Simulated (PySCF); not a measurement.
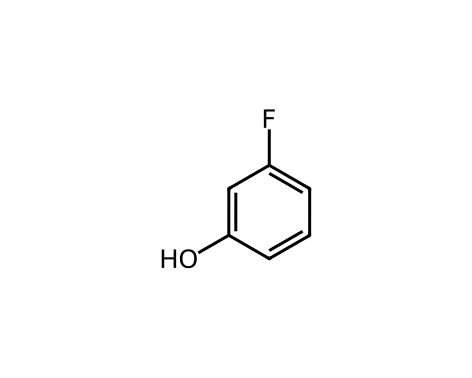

Skeletal drawing of a molecule.

Write the SMILES.

Oc1cccc(F)c1

What is the molecular formula?

C6H5FO.

An optimisation with PBE0-D3(BJ)/def2-SVP gave a structure of which point group?

Cs.

The parts below concern this one geometry. Atoms keep their numbers from picture to picture. Computed geometry: PBE0-D3(BJ)/def2-SVP optimisation. No frequency run is at hand to confirm it as a minimum.

## Geometry

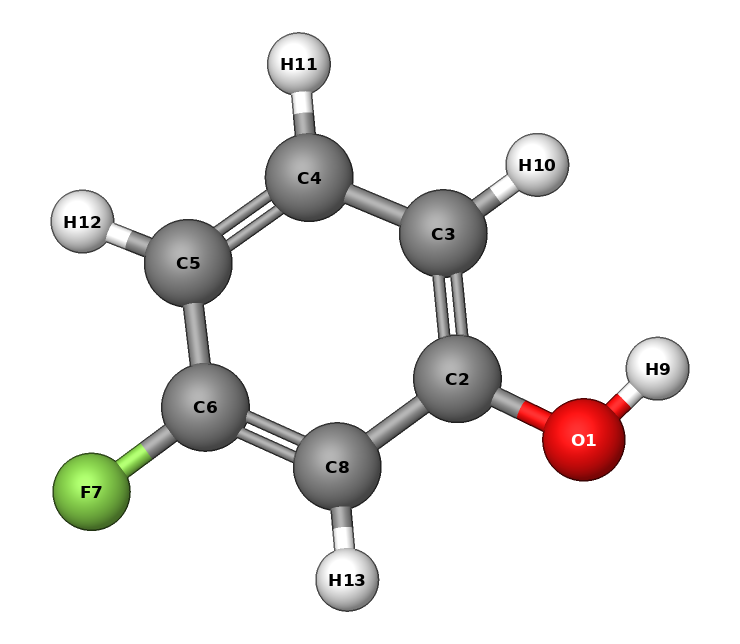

Numbered structure. No frequency run is at hand to confirm it as a minimum.

Give these bond angles: O1–C2–C3, O1–C2–C8, C2–O1–H9, C2–C8–C6, C2–C8–H13, C3–C4–C5, C3–C4–H11, C4–C5–H12, C5–C4–H11, C5–C6–C8, C6–C5–H12, F7–C6–C8.

```tsv
angle	degrees
O1–C2–C3	122.7
O1–C2–C8	117.3
C2–O1–H9	109.2
C2–C8–C6	118.9
C2–C8–H13	120.4
C3–C4–C5	121.2
C3–C4–H11	119.3
C4–C5–H12	122.3
C5–C4–H11	119.5
C5–C6–C8	122.4
C6–C5–H12	119.8
F7–C6–C8	118.5
```

## Charges

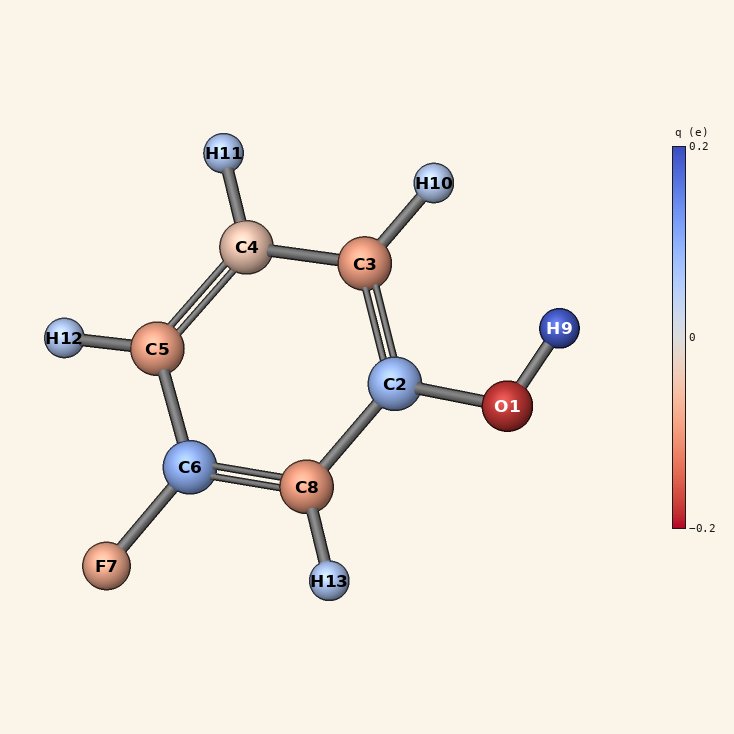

Atoms are coloured by their Hirshfeld charges. No frequency run is at hand to confirm it as a minimum. Level of theory: PBE0/pcSseg-1, gas phase (PySCF 2.14.0).

Which atom carries the highest charge (most positive or least negative)?

H9 (0.18 e).

And the lowest?

O1 (−0.18 e).

List the Hirshfeld charges.

```json
{"atom": "O1", "value (e)": "−0.18"}
{"atom": "C2", "value (e)": "0.08"}
{"atom": "C3", "value (e)": "−0.09"}
{"atom": "C4", "value (e)": "−0.04"}
{"atom": "C5", "value (e)": "−0.09"}
{"atom": "C6", "value (e)": "0.09"}
{"atom": "F7", "value (e)": "−0.08"}
{"atom": "C8", "value (e)": "−0.09"}
{"atom": "H9", "value (e)": "0.18"}
{"atom": "H10", "value (e)": "0.05"}
{"atom": "H11", "value (e)": "0.06"}
{"atom": "H12", "value (e)": "0.05"}
{"atom": "H13", "value (e)": "0.06"}
```

## Bond orders

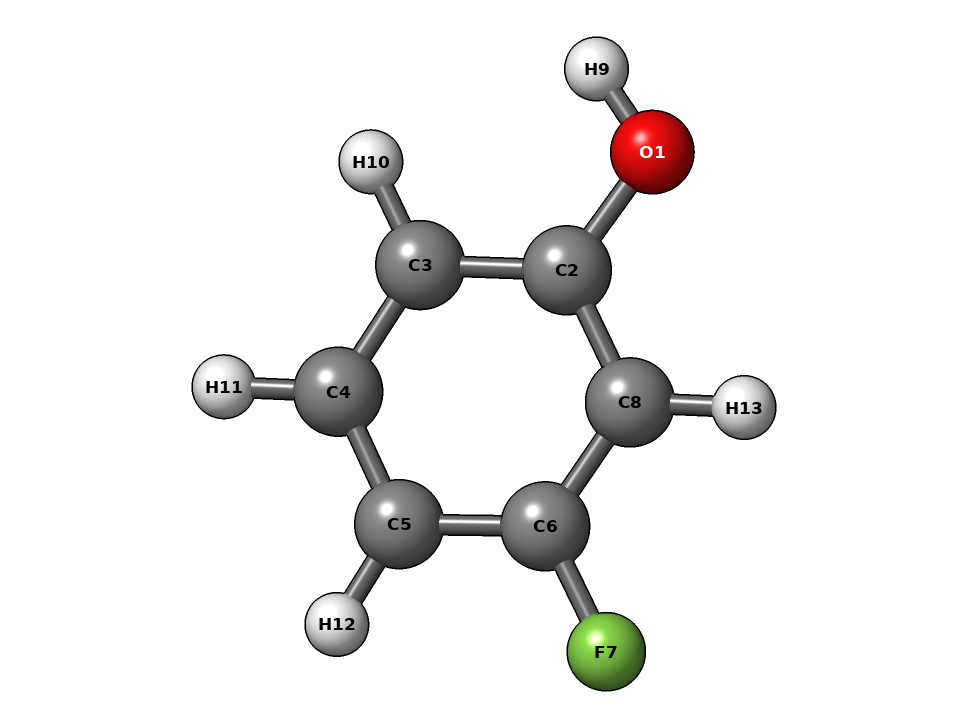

Every bond is drawn as one stick. No frequency run is at hand to confirm it as a minimum. Method: PBE0/pcSseg-1 (PySCF 2.14.0).

List the Mayer bond orders of O1–C2, O1–H9, C2–C3, C2–C8, C3–C4, C3–H10, C4–C5, C4–H11, C5–C6, C5–H12, C6–F7, C6–C8, C8–H13.

| bond | Mayer order | length (Å) |
| --- | --- | --- |
| O1–C2 | 1.07 | 1.347 |
| O1–H9 | 0.94 | 0.963 |
| C2–C3 | 1.36 | 1.400 |
| C2–C8 | 1.36 | 1.398 |
| C3–C4 | 1.45 | 1.393 |
| C3–H10 | 0.95 | 1.094 |
| C4–C5 | 1.42 | 1.392 |
| C4–H11 | 0.95 | 1.092 |
| C5–C6 | 1.42 | 1.392 |
| C5–H12 | 0.95 | 1.090 |
| C6–F7 | 0.89 | 1.332 |
| C6–C8 | 1.44 | 1.387 |
| C8–H13 | 0.94 | 1.090 |

## Dipole moment

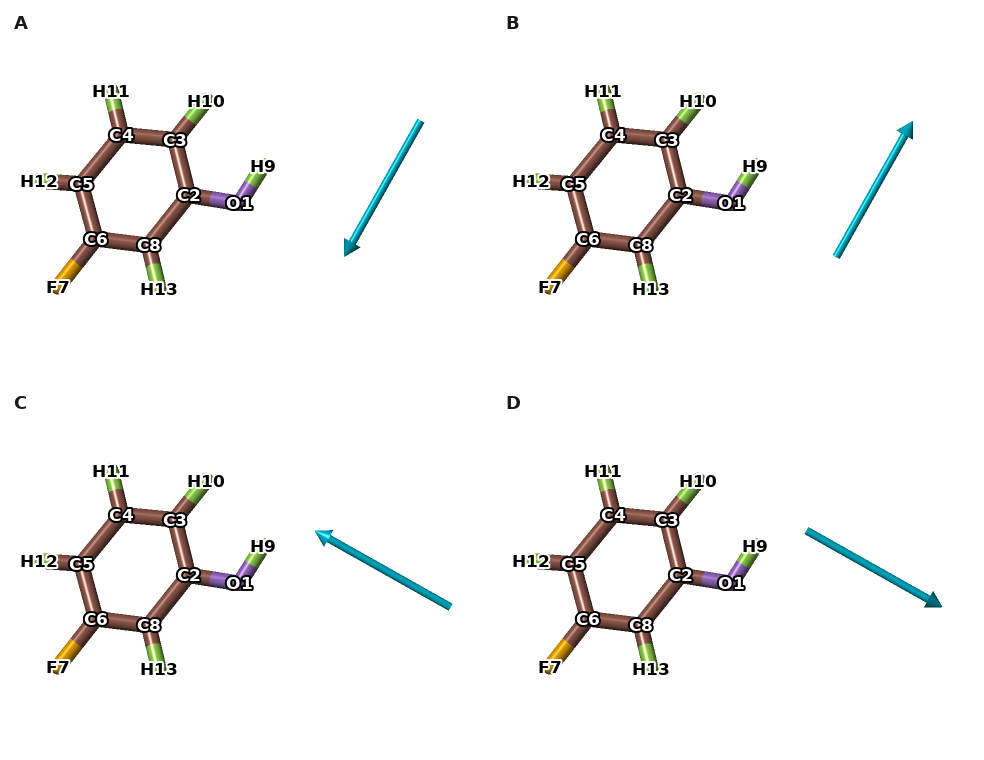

The same molecule four times, each with an arrow. No frequency run is at hand to confirm it as a minimum. Level of theory: PBE0/pcSseg-1, gas phase (PySCF 2.14.0).

Which arrow points along the dipole moment, from the negative to the positive end?

B. The dipole moment is 2.77 D; it points from the side of F7 to the side of H10 (the outermost atoms at the two ends).
